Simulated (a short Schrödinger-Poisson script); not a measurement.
Structure: symmetric double-gate stack, HfO2 on p-type Si(100), at 300 K.

```tsv
layer	material	thickness (nm)	Na (cm⁻³)
1	HfO2	5.2	-
2	Si	3	2e15
3	HfO2	5.2	-
```

Constants are typed, rounded textbook-type inputs, not results; the design itself was drawn at random and stands for no fabricated device. HfO2: permittivity 22, conduction-band edge (eV) 1.55, gap (eV) 5.7, electron mass (mₑ) 0.2. Si: permittivity 11.7, conduction-band edge (eV) 0, gap (eV) 1.124, Nv at 300 K (cm⁻³) 3.1e19.

Channel valleys (confinement mass, in-plane density-of-states mass, number): Δ2 0.916, 0.19, 2; Δ4 0.19, 0.417, 4. At the gates, both at one voltage, the conduction-band edge of layer 1 lies 2.14 eV − eVg above the Fermi level of the channel. Gaps are held at their typed values at every temperature. Mesh 0.03 nm at interfaces.

From a short Schrödinger-Poisson script (our own, NumPy): 1D Poisson equation in equilibrium, electrons quantum, Hartree (BenDaniel-Duke, 12 states a valley, the channel's in-plane mass for all, wave functions ending at the dielectric), parabolic valleys, classical holes, full ionisation, no traps, pinning or gate leakage.

Only gate voltages with over 1e8 electrons/cm² are shown.

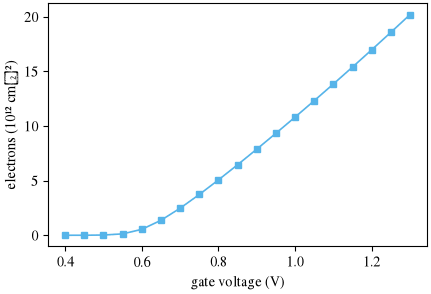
Sheet density against gate voltage

```tsv
Vg (V)	electrons (cm⁻²)	C (μF/cm²)	Δ2 E0 (meV)	Δ2 E1 (meV)	Δ4 E0 (meV)	Δ4 E1 (meV)
0.4	4.56e8	< 0.003	235.6	372.4	409.9	1069.3
0.45	3.14e9	0.0198	185.7	322.5	360.0	1019.3
0.5	2.13e10	0.131	136.2	273.0	310.5	969.8
0.55	1.29e11	0.703	89.3	225.8	263.5	922.7
0.6	5.42e11	2.04	50.9	186.9	225.2	883.7
0.65	1.37e12	3.20	24.3	159.0	198.5	855.9
0.7	2.48e12	3.83	5.4	138.5	179.7	835.4
0.75	3.73e12	4.18	-9.5	121.9	164.9	818.8
0.8	5.07e12	4.38	-22.0	107.5	152.4	804.5
0.85	6.46e12	4.52	-33.2	94.4	141.2	791.4
0.9	7.88e12	4.62	-43.5	82.2	131.1	779.3
0.95	9.34e12	4.70	-53.1	70.8	121.6	768.0
1	1.08e13	4.78	-62.0	59.9	112.8	757.2
1.05	1.23e13	4.86	-70.5	49.6	104.5	747.0
1.1	1.38e13	4.94	-78.4	39.9	96.7	737.4
1.15	1.54e13	5.02	-85.7	30.7	89.5	728.4
1.2	1.70e13	5.09	-92.6	22.1	82.9	719.9
1.25	1.86e13	5.16	-99.0	14.0	76.7	712.0
1.3	2.02e13	5.23	-104.9	6.4	71.0	704.6
```

Subbands count from the Fermi level. The capacitance is that of both gates.
